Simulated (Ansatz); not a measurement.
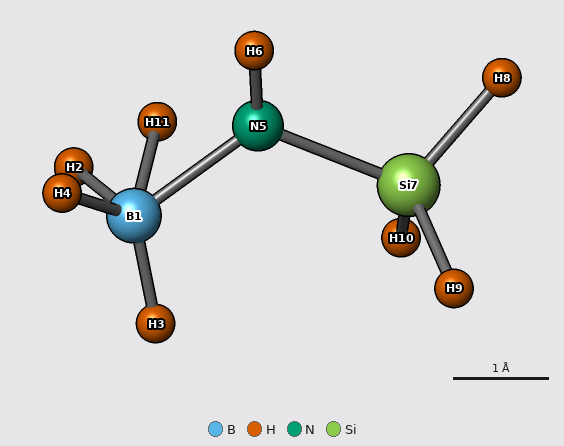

**Figure 1.** The input geometry (ball-and-stick view, seen at a tilt; atoms are numbered from 1 in the order of the input). Bond lengths as drawn: B–H 1.20 to 1.39 Å, B–N 1.61 Å, H–N 1.02 Å, H–Si 1.49 to 1.50 Å and N–Si 1.76 Å.

# Molecular dynamics, with input and output: BSiNH₈ (part 1 of 4)

- system: BSiNH₈
- method: RKS BLYP-D4/6-31G* (Ansatz 0.2.0)

It belongs to a series of runs on one base structure; here: dynamics from the highest image of the converged band. Figures and captions count atoms from 1; the log counts them from 0 in places.

The input
```yaml
crystal:
  periodic: [false, false, false]
  atoms:
    - { symbol: B, position_ang: [0.082071, -0.190754, 0.280269] }
    - { symbol: H, position_ang: [-0.990799, 0.292403, 0.980686] }
    - { symbol: H, position_ang: [1.002513, 0.441156, 0.727575] }
    - { symbol: H, position_ang: [-0.245691, -0.064074, -0.868485] }
    - { symbol: "N", position_ang: [0.029971, -1.711136, 0.81975] }
    - { symbol: H, position_ang: [-0.420197, -2.36595, 0.176575] }
    - { symbol: Si, position_ang: [1.248397, -2.343492, 1.925629] }
    - { symbol: H, position_ang: [0.900468, -3.76354, 2.248538] }
    - { symbol: H, position_ang: [2.634091, -2.300574, 1.356733] }
    - { symbol: H, position_ang: [1.228988, -1.520203, 3.172338] }
    - { symbol: H, position_ang: [-0.844312, -0.688835, 1.187393] }
basis:
  gaussian: { orbitals: "6-31G*" }
hamiltonian:
  xc: blyp
  dispersion: d4
md:
  timestep: 0.5
  n_steps: 200
  ensemble: nve
  temperature: 100.0
  initial_velocities: maxwell_boltzmann
  seed: 10310
```

Hardware: 1 thread of Intel Xeon @ 2.50GHz (Skylake/Cascade Lake), 32 GiB of memory available, shared host.

Launch command:
```bash
ansatz run input.yaml --threads 1 --pin off --max-ram 2048MiB --backend cpu --events-out ev --progress --plain --runs-dir out
```

The program's output
```
Engine: ansatz 0.2.0, x86_64-unknown-linux-gnu
Functional definition: BLYP
  parameter beta = 0.0042
  parameter a = 0.04918
  parameter b = 0.132
  parameter c = 0.2533
  parameter d = 0.349
  exchange = b88_x(beta = beta)
  correlation = lyp_c(a = a, b = b, c = c, d = d)
895 factors; their error is unknown
mean field evaluation 1: about -10163.2006 eV, gradient 5.9e1 eV
mean field evaluation 2: about -10137.4938 eV, gradient 1.1e2 eV
mean field evaluation 4: about -10170.6878 eV, gradient 5.5e0 eV
mean field evaluation 8: about -10170.7817 eV, gradient 1.4e-1 eV
mean field evaluation 16: about -10170.7184 eV, gradient 9.0e-5 eV
mean field -10170.71837184 eV, -373.7670062045 hartree, gradient 1.3e-5 eV, S^2 0.000000; 0 other end points of the search recorded, 0 dependent functions left out
the calculation of the forces begins
reference -10170.71870290 eV, -373.7670183707 hartree; 17, 17 occupied and 48, 48 virtual orbitals, 895 factors
md step     0: t =     0.00 fs  T =   100.0 K  F+E_penalty+E_count = -10171.11651954 eV  E_kin = 0.116334 eV  conserved = -10171.00018554 eV  (26 SCF iters)
these checks for a lower state are left out or cut short: starts, cluster_reference, orbital_swaps, neighbouring_geometries, increment
895 factors; their error is unknown
mean field -10170.71734496 eV, -373.7669684674 hartree, gradient 1.6e-5 eV, S^2 0.000000; 0 other end points of the search recorded, 0 dependent functions left out
the calculation of the forces begins
reference -10170.71767590 eV, -373.7669806293 hartree; 17, 17 occupied and 48, 48 virtual orbitals, 895 factors
md step     1: t =     0.50 fs  T =    99.0 K  F+E_penalty+E_count = -10171.11531868 eV  E_kin = 0.115145 eV  conserved = -10171.00017403 eV  (29 SCF iters, 3 dispersion substeps)
[... from here on the SCF iterations and repeated set-up lines of each step are left out, up to the last step ...]
md step     2: t =     1.00 fs  T =    96.0 K  F+E_penalty+E_count = -10171.11181839 eV  E_kin = 0.111674 eV  conserved = -10171.00014455 eV  (29 SCF iters, 3 dispersion substeps)
md step     3: t =     1.50 fs  T =    91.4 K  F+E_penalty+E_count = -10171.10647283 eV  E_kin = 0.106370 eV  conserved = -10171.00010238 eV  (29 SCF iters, 3 dispersion substeps)
md step     4: t =     2.00 fs  T =    85.9 K  F+E_penalty+E_count = -10171.09993760 eV  E_kin = 0.099883 eV  conserved = -10171.00005480 eV  (29 SCF iters, 3 dispersion substeps)
md step     5: t =     2.50 fs  T =    79.9 K  F+E_penalty+E_count = -10171.09295635 eV  E_kin = 0.092947 eV  conserved = -10171.00000950 eV  (29 SCF iters, 3 dispersion substeps)
md step     6: t =     3.00 fs  T =    74.2 K  F+E_penalty+E_count = -10171.08623921 eV  E_kin = 0.086266 eV  conserved = -10170.99997319 eV  (21 SCF iters, 3 dispersion substeps)
md step     7: t =     3.50 fs  T =    69.1 K  F+E_penalty+E_count = -10171.08035747 eV  E_kin = 0.080407 eV  conserved = -10170.99995020 eV  (22 SCF iters, 3 dispersion substeps)
md step     8: t =     4.00 fs  T =    65.1 K  F+E_penalty+E_count = -10171.07567492 eV  E_kin = 0.075733 eV  conserved = -10170.99994184 eV  (21 SCF iters, 3 dispersion substeps)
md step     9: t =     4.50 fs  T =    62.2 K  F+E_penalty+E_count = -10171.07232652 eV  E_kin = 0.072380 eV  conserved = -10170.99994638 eV  (30 SCF iters, 3 dispersion substeps)
md step    10: t =     5.00 fs  T =    60.4 K  F+E_penalty+E_count = -10171.07024437 eV  E_kin = 0.070285 eV  conserved = -10170.99995980 eV  (29 SCF iters, 3 dispersion substeps)
md step    11: t =     5.50 fs  T =    59.5 K  F+E_penalty+E_count = -10171.06922031 eV  E_kin = 0.069244 eV  conserved = -10170.99997671 eV  (30 SCF iters, 3 dispersion substeps)
md step    12: t =     6.00 fs  T =    59.3 K  F+E_penalty+E_count = -10171.06898950 eV  E_kin = 0.068998 eV  conserved = -10170.99999154 eV  (27 SCF iters, 3 dispersion substeps)
md step    13: t =     6.50 fs  T =    59.6 K  F+E_penalty+E_count = -10171.06931754 eV  E_kin = 0.069318 eV  conserved = -10170.99999962 eV  (28 SCF iters, 3 dispersion substeps)
md step    14: t =     7.00 fs  T =    60.2 K  F+E_penalty+E_count = -10171.07007624 eV  E_kin = 0.070079 eV  conserved = -10170.99999732 eV  (28 SCF iters, 3 dispersion substeps)
md step    15: t =     7.50 fs  T =    61.3 K  F+E_penalty+E_count = -10171.07130061 eV  E_kin = 0.071318 eV  conserved = -10170.99998257 eV  (28 SCF iters, 3 dispersion substeps)
md step    16: t =     8.00 fs  T =    63.0 K  F+E_penalty+E_count = -10171.07322236 eV  E_kin = 0.073268 eV  conserved = -10170.99995459 eV  (29 SCF iters, 3 dispersion substeps)
md step    17: t =     8.50 fs  T =    65.6 K  F+E_penalty+E_count = -10171.07628160 eV  E_kin = 0.076367 eV  conserved = -10170.99991414 eV  (28 SCF iters, 3 dispersion substeps)
md step    18: t =     9.00 fs  T =    69.8 K  F+E_penalty+E_count = -10171.08111837 eV  E_kin = 0.081256 eV  conserved = -10170.99986270 eV  (28 SCF iters, 3 dispersion substeps)
md step    19: t =     9.50 fs  T =    76.3 K  F+E_penalty+E_count = -10171.08854965 eV  E_kin = 0.088747 eV  conserved = -10170.99980268 eV  (29 SCF iters, 3 dispersion substeps)
md step    20: t =    10.00 fs  T =    85.8 K  F+E_penalty+E_count = -10171.09953451 eV  E_kin = 0.099797 eV  conserved = -10170.99973707 eV  (29 SCF iters, 3 dispersion substeps)
md step    21: t =    10.50 fs  T =    99.3 K  F+E_penalty+E_count = -10171.11513139 eV  E_kin = 0.115462 eV  conserved = -10170.99966953 eV  (28 SCF iters, 3 dispersion substeps)
md step    22: t =    11.00 fs  T =   117.6 K  F+E_penalty+E_count = -10171.13644765 eV  E_kin = 0.136843 eV  conserved = -10170.99960480 eV  (28 SCF iters, 3 dispersion substeps)
md step    23: t =    11.50 fs  T =   141.9 K  F+E_penalty+E_count = -10171.16457522 eV  E_kin = 0.165025 eV  conserved = -10170.99955032 eV  (29 SCF iters, 3 dispersion substeps)
md step    24: t =    12.00 fs  T =   172.8 K  F+E_penalty+E_count = -10171.20049321 eV  E_kin = 0.200975 eV  conserved = -10170.99951844 eV  (28 SCF iters, 3 dispersion substeps)
md step    25: t =    12.50 fs  T =   210.9 K  F+E_penalty+E_count = -10171.24490367 eV  E_kin = 0.245374 eV  conserved = -10170.99952972 eV  (28 SCF iters, 3 dispersion substeps)
md step    26: t =    13.00 fs  T =   256.5 K  F+E_penalty+E_count = -10171.29795490 eV  E_kin = 0.298339 eV  conserved = -10170.99961561 eV  (27 SCF iters, 3 dispersion substeps)
md step    27: t =    13.50 fs  T =   308.6 K  F+E_penalty+E_count = -10171.35882073 eV  E_kin = 0.359005 eV  conserved = -10170.99981570 eV  (26 SCF iters, 3 dispersion substeps)
md step    28: t =    14.00 fs  T =   365.4 K  F+E_penalty+E_count = -10171.42518849 eV  E_kin = 0.425029 eV  conserved = -10171.00015969 eV  (27 SCF iters, 3 dispersion substeps)
md step    29: t =    14.50 fs  T =   423.2 K  F+E_penalty+E_count = -10171.49292850 eV  E_kin = 0.492305 eV  conserved = -10171.00062366 eV  (27 SCF iters, 3 dispersion substeps)
md step    30: t =    15.00 fs  T =   477.5 K  F+E_penalty+E_count = -10171.55657120 eV  E_kin = 0.555504 eV  conserved = -10171.00106706 eV  (28 SCF iters, 3 dispersion substeps)
md step    31: t =    15.50 fs  T =   524.5 K  F+E_penalty+E_count = -10171.61143057 eV  E_kin = 0.610218 eV  conserved = -10171.00121305 eV  (27 SCF iters, 3 dispersion substeps)
md step    32: t =    16.00 fs  T =   564.5 K  F+E_penalty+E_count = -10171.65746986 eV  E_kin = 0.656672 eV  conserved = -10171.00079793 eV  (28 SCF iters, 3 dispersion substeps)
md step    33: t =    16.50 fs  T =   603.8 K  F+E_penalty+E_count = -10171.70239436 eV  E_kin = 0.702456 eV  conserved = -10170.99993809 eV  (27 SCF iters, 3 dispersion substeps)
md step    34: t =    17.00 fs  T =   652.9 K  F+E_penalty+E_count = -10171.75887619 eV  E_kin = 0.759554 eV  conserved = -10170.99932186 eV  (28 SCF iters, 3 dispersion substeps)
md step    35: t =    17.50 fs  T =   718.1 K  F+E_penalty+E_count = -10171.83504710 eV  E_kin = 0.835348 eV  conserved = -10170.99969889 eV  (27 SCF iters, 3 dispersion substeps)
md step    36: t =    18.00 fs  T =   794.4 K  F+E_penalty+E_count = -10171.92524387 eV  E_kin = 0.924208 eV  conserved = -10171.00103563 eV  (27 SCF iters, 3 dispersion substeps)
md step    37: t =    18.50 fs  T =   866.7 K  F+E_penalty+E_count = -10172.01072017 eV  E_kin = 1.008249 eV  conserved = -10171.00247148 eV  (27 SCF iters, 3 dispersion substeps)
md step    38: t =    19.00 fs  T =   918.2 K  F+E_penalty+E_count = -10172.07136060 eV  E_kin = 1.068156 eV  conserved = -10171.00320442 eV  (27 SCF iters, 3 dispersion substeps)
md step    39: t =    19.50 fs  T =   940.3 K  F+E_penalty+E_count = -10172.09695337 eV  E_kin = 1.093861 eV  conserved = -10171.00309212 eV  (25 SCF iters, 3 dispersion substeps)
md step    40: t =    20.00 fs  T =   934.5 K  F+E_penalty+E_count = -10172.08955520 eV  E_kin = 1.087086 eV  conserved = -10171.00246874 eV  (26 SCF iters, 3 dispersion substeps)
md step    41: t =    20.50 fs  T =   908.8 K  F+E_penalty+E_count = -10172.05892284 eV  E_kin = 1.057196 eV  conserved = -10171.00172713 eV  (27 SCF iters, 3 dispersion substeps)
md step    42: t =    21.00 fs  T =   873.0 K  F+E_penalty+E_count = -10172.01675830 eV  E_kin = 1.015653 eV  conserved = -10171.00110548 eV  (28 SCF iters, 3 dispersion substeps)
md step    43: t =    21.50 fs  T =   835.8 K  F+E_penalty+E_count = -10171.97304226 eV  E_kin = 0.972366 eV  conserved = -10171.00067662 eV  (28 SCF iters, 3 dispersion substeps)
md step    44: t =    22.00 fs  T =   803.2 K  F+E_penalty+E_count = -10171.93477178 eV  E_kin = 0.934348 eV  conserved = -10171.00042344 eV  (27 SCF iters, 3 dispersion substeps)
md step    45: t =    22.50 fs  T =   778.6 K  F+E_penalty+E_count = -10171.90611290 eV  E_kin = 0.905810 eV  conserved = -10171.00030307 eV  (28 SCF iters, 3 dispersion substeps)
md step    46: t =    23.00 fs  T =   763.9 K  F+E_penalty+E_count = -10171.88899951 eV  E_kin = 0.888716 eV  conserved = -10171.00028399 eV  (28 SCF iters, 3 dispersion substeps)
md step    47: t =    23.50 fs  T =   759.2 K  F+E_penalty+E_count = -10171.88360225 eV  E_kin = 0.883242 eV  conserved = -10171.00036070 eV  (28 SCF iters, 3 dispersion substeps)
md step    48: t =    24.00 fs  T =   763.2 K  F+E_penalty+E_count = -10171.88843763 eV  E_kin = 0.887888 eV  conserved = -10171.00054967 eV  (28 SCF iters, 3 dispersion substeps)
md step    49: t =    24.50 fs  T =   773.0 K  F+E_penalty+E_count = -10171.90016294 eV  E_kin = 0.899288 eV  conserved = -10171.00087495 eV  (28 SCF iters, 3 dispersion substeps)
md step    50: t =    25.00 fs  T =   783.9 K  F+E_penalty+E_count = -10171.91328743 eV  E_kin = 0.911944 eV  conserved = -10171.00134303 eV  (27 SCF iters, 3 dispersion substeps)
md step    51: t =    25.50 fs  T =   789.4 K  F+E_penalty+E_count = -10171.92022017 eV  E_kin = 0.918324 eV  conserved = -10171.00189658 eV  (28 SCF iters, 3 dispersion substeps)
md step    52: t =    26.00 fs  T =   782.2 K  F+E_penalty+E_count = -10171.91235051 eV  E_kin = 0.909996 eV  conserved = -10171.00235493 eV  (28 SCF iters, 3 dispersion substeps)
md step    53: t =    26.50 fs  T =   756.9 K  F+E_penalty+E_count = -10171.88297751 eV  E_kin = 0.880583 eV  conserved = -10171.00239429 eV  (28 SCF iters, 3 dispersion substeps)
md step    54: t =    27.00 fs  T =   713.9 K  F+E_penalty+E_count = -10171.83219127 eV  E_kin = 0.830513 eV  conserved = -10171.00167839 eV  (28 SCF iters, 3 dispersion substeps)
md step    55: t =    27.50 fs  T =   663.0 K  F+E_penalty+E_count = -10171.77153448 eV  E_kin = 0.771322 eV  conserved = -10171.00021273 eV  (27 SCF iters, 3 dispersion substeps)
md step    56: t =    28.00 fs  T =   622.9 K  F+E_penalty+E_count = -10171.72327052 eV  E_kin = 0.724588 eV  conserved = -10170.99868241 eV  (26 SCF iters, 3 dispersion substeps)
md step    57: t =    28.50 fs  T =   611.9 K  F+E_penalty+E_count = -10171.70997793 eV  E_kin = 0.711824 eV  conserved = -10170.99815391 eV  (28 SCF iters, 3 dispersion substeps)
md step    58: t =    29.00 fs  T =   636.3 K  F+E_penalty+E_count = -10171.73929741 eV  E_kin = 0.740216 eV  conserved = -10170.99908174 eV  (25 SCF iters, 3 dispersion substeps)
md step    59: t =    29.50 fs  T =   684.9 K  F+E_penalty+E_count = -10171.79754015 eV  E_kin = 0.796741 eV  conserved = -10171.00079908 eV  (27 SCF iters, 3 dispersion substeps)
md step    60: t =    30.00 fs  T =   736.5 K  F+E_penalty+E_count = -10171.85900769 eV  E_kin = 0.856781 eV  conserved = -10171.00222652 eV  (27 SCF iters, 3 dispersion substeps)
md step    61: t =    30.50 fs  T =   772.6 K  F+E_penalty+E_count = -10171.90160282 eV  E_kin = 0.898813 eV  conserved = -10171.00278988 eV  (28 SCF iters, 3 dispersion substeps)
md step    62: t =    31.00 fs  T =   785.0 K  F+E_penalty+E_count = -10171.91584322 eV  E_kin = 0.913279 eV  conserved = -10171.00256466 eV  (27 SCF iters, 3 dispersion substeps)
md step    63: t =    31.50 fs  T =   775.8 K  F+E_penalty+E_count = -10171.90444474 eV  E_kin = 0.902538 eV  conserved = -10171.00190709 eV  (27 SCF iters, 3 dispersion substeps)
md step    64: t =    32.00 fs  T =   753.1 K  F+E_penalty+E_count = -10171.87726362 eV  E_kin = 0.876118 eV  conserved = -10171.00114568 eV  (28 SCF iters, 3 dispersion substeps)
md step    65: t =    32.50 fs  T =   727.0 K  F+E_penalty+E_count = -10171.84621381 eV  E_kin = 0.845728 eV  conserved = -10171.00048627 eV  (27 SCF iters, 3 dispersion substeps)
md step    66: t =    33.00 fs  T =   706.5 K  F+E_penalty+E_count = -10171.82187547 eV  E_kin = 0.821846 eV  conserved = -10171.00002991 eV  (28 SCF iters, 3 dispersion substeps)
md step    67: t =    33.50 fs  T =   697.9 K  F+E_penalty+E_count = -10171.81171173 eV  E_kin = 0.811898 eV  conserved = -10170.99981344 eV  (28 SCF iters, 3 dispersion substeps)
md step    68: t =    34.00 fs  T =   704.4 K  F+E_penalty+E_count = -10171.81933956 eV  E_kin = 0.819498 eV  conserved = -10170.99984114 eV  (27 SCF iters, 3 dispersion substeps)
md step    69: t =    34.50 fs  T =   725.7 K  F+E_penalty+E_count = -10171.84437539 eV  E_kin = 0.844271 eV  conserved = -10171.00010461 eV  (27 SCF iters, 3 dispersion substeps)
md step    70: t =    35.00 fs  T =   758.1 K  F+E_penalty+E_count = -10171.88253968 eV  E_kin = 0.881948 eV  conserved = -10171.00059190 eV  (26 SCF iters, 3 dispersion substeps)
md step    71: t =    35.50 fs  T =   794.8 K  F+E_penalty+E_count = -10171.92589043 eV  E_kin = 0.924614 eV  conserved = -10171.00127608 eV  (27 SCF iters, 3 dispersion substeps)
md step    72: t =    36.00 fs  T =   826.3 K  F+E_penalty+E_count = -10171.96337184 eV  E_kin = 0.961299 eV  conserved = -10171.00207278 eV  (27 SCF iters, 3 dispersion substeps)
md step    73: t =    36.50 fs  T =   842.0 K  F+E_penalty+E_count = -10171.98230576 eV  E_kin = 0.979530 eV  conserved = -10171.00277565 eV  (28 SCF iters, 3 dispersion substeps)
md step    74: t =    37.00 fs  T =   832.7 K  F+E_penalty+E_count = -10171.97170663 eV  E_kin = 0.968677 eV  conserved = -10171.00302924 eV  (28 SCF iters, 3 dispersion substeps)
md step    75: t =    37.50 fs  T =   795.3 K  F+E_penalty+E_count = -10171.92762047 eV  E_kin = 0.925153 eV  conserved = -10171.00246779 eV  (28 SCF iters, 3 dispersion substeps)
md step    76: t =    38.00 fs  T =   736.8 K  F+E_penalty+E_count = -10171.85821538 eV  E_kin = 0.857117 eV  conserved = -10171.00109865 eV  (28 SCF iters, 3 dispersion substeps)
md step    77: t =    38.50 fs  T =   673.5 K  F+E_penalty+E_count = -10171.78317646 eV  E_kin = 0.783549 eV  conserved = -10170.99962746 eV  (26 SCF iters, 3 dispersion substeps)
md step    78: t =    39.00 fs  T =   622.6 K  F+E_penalty+E_count = -10171.72339994 eV  E_kin = 0.724322 eV  conserved = -10170.99907776 eV  (28 SCF iters, 3 dispersion substeps)
md step    79: t =    39.50 fs  T =   590.5 K  F+E_penalty+E_count = -10171.68674264 eV  E_kin = 0.686961 eV  conserved = -10170.99978212 eV  (27 SCF iters, 3 dispersion substeps)
md step    80: t =    40.00 fs  T =   569.3 K  F+E_penalty+E_count = -10171.66337110 eV  E_kin = 0.662345 eV  conserved = -10171.00102628 eV  (27 SCF iters, 3 dispersion substeps)
md step    81: t =    40.50 fs  T =   544.6 K  F+E_penalty+E_count = -10171.63544595 eV  E_kin = 0.633582 eV  conserved = -10171.00186437 eV  (27 SCF iters, 3 dispersion substeps)
md step    82: t =    41.00 fs  T =   505.9 K  F+E_penalty+E_count = -10171.59049366 eV  E_kin = 0.588562 eV  conserved = -10171.00193191 eV  (27 SCF iters, 3 dispersion substeps)
md step    83: t =    41.50 fs  T =   451.9 K  F+E_penalty+E_count = -10171.52715723 eV  E_kin = 0.525722 eV  conserved = -10171.00143517 eV  (28 SCF iters, 3 dispersion substeps)
md step    84: t =    42.00 fs  T =   388.5 K  F+E_penalty+E_count = -10171.45271447 eV  E_kin = 0.451974 eV  conserved = -10171.00074042 eV  (27 SCF iters, 3 dispersion substeps)
md step    85: t =    42.50 fs  T =   324.7 K  F+E_penalty+E_count = -10171.37781993 eV  E_kin = 0.377713 eV  conserved = -10171.00010648 eV  (27 SCF iters, 3 dispersion substeps)
md step    86: t =    43.00 fs  T =   268.9 K  F+E_penalty+E_count = -10171.31247794 eV  E_kin = 0.312829 eV  conserved = -10170.99964863 eV  (28 SCF iters, 3 dispersion substeps)
md step    87: t =    43.50 fs  T =   227.5 K  F+E_penalty+E_count = -10171.26407085 eV  E_kin = 0.264674 eV  conserved = -10170.99939729 eV  (27 SCF iters, 3 dispersion substeps)
md step    88: t =    44.00 fs  T =   204.0 K  F+E_penalty+E_count = -10171.23669964 eV  E_kin = 0.237337 eV  conserved = -10170.99936299 eV  (28 SCF iters, 3 dispersion substeps)
md step    89: t =    44.50 fs  T =   198.9 K  F+E_penalty+E_count = -10171.23092927 eV  E_kin = 0.231361 eV  conserved = -10170.99956844 eV  (28 SCF iters, 3 dispersion substeps)
md step    90: t =    45.00 fs  T =   209.2 K  F+E_penalty+E_count = -10171.24346972 eV  E_kin = 0.243427 eV  conserved = -10171.00004256 eV  (28 SCF iters, 3 dispersion substeps)
md step    91: t =    45.50 fs  T =   228.8 K  F+E_penalty+E_count = -10171.26690972 eV  E_kin = 0.266140 eV  conserved = -10171.00077021 eV  (28 SCF iters, 3 dispersion substeps)
md step    92: t =    46.00 fs  T =   248.1 K  F+E_penalty+E_count = -10171.29027965 eV  E_kin = 0.288679 eV  conserved = -10171.00160050 eV  (28 SCF iters, 3 dispersion substeps)
md step    93: t =    46.50 fs  T =   257.5 K  F+E_penalty+E_count = -10171.30176567 eV  E_kin = 0.299606 eV  conserved = -10171.00215997 eV  (28 SCF iters, 3 dispersion substeps)
md step    94: t =    47.00 fs  T =   251.6 K  F+E_penalty+E_count = -10171.29459734 eV  E_kin = 0.292674 eV  conserved = -10171.00192311 eV  (28 SCF iters, 3 dispersion substeps)
md step    95: t =    47.50 fs  T =   235.4 K  F+E_penalty+E_count = -10171.27454885 eV  E_kin = 0.273907 eV  conserved = -10171.00064170 eV  (27 SCF iters, 3 dispersion substeps)
md step    96: t =    48.00 fs  T =   226.5 K  F+E_penalty+E_count = -10171.26249151 eV  E_kin = 0.263531 eV  conserved = -10170.99896004 eV  (26 SCF iters, 3 dispersion substeps)
md step    97: t =    48.50 fs  T =   245.5 K  F+E_penalty+E_count = -10171.28390564 eV  E_kin = 0.285620 eV  conserved = -10170.99828545 eV  (28 SCF iters, 3 dispersion substeps)
```
